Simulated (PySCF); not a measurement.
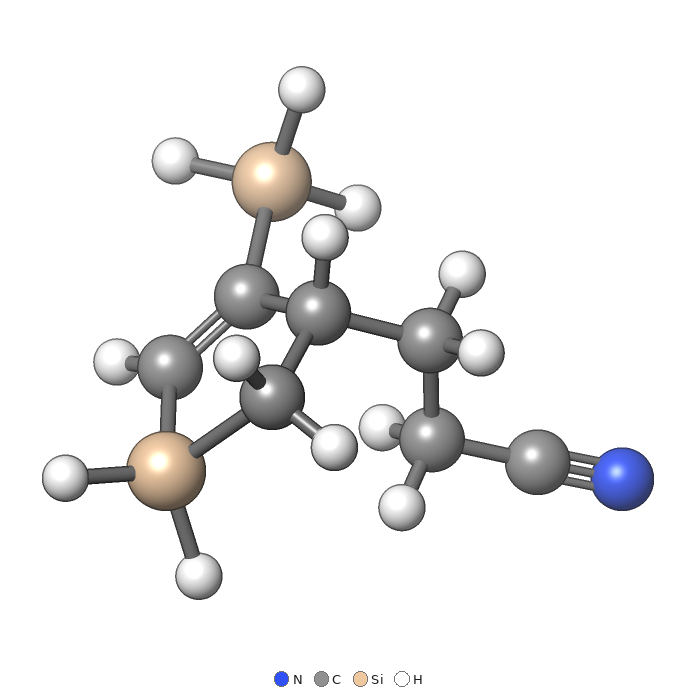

The computed structure is the end point of a GFN2-xTB optimisation. No frequency run is at hand to confirm it as a minimum. Method: PBE0/pcSseg-1, gas phase (PySCF 2.14.0).

Computed properties:

The species is C₇H₁₃NSi₂ (`N#CCC[C@@H]1C[SiH2]C=C1[SiH3]`).
- dipole moment: 4.30 D
- HOMO energy (Kohn–Sham orbital): −7.92 eV
- LUMO energy (Kohn–Sham orbital): −1.02 eV
- HOMO–LUMO gap: 6.90 eV

The geometry is semi-empirical. Around Si such bond lengths and angles can be off by a tenth of an ångström or more and by several degrees, and values that hang on the shape move with them.
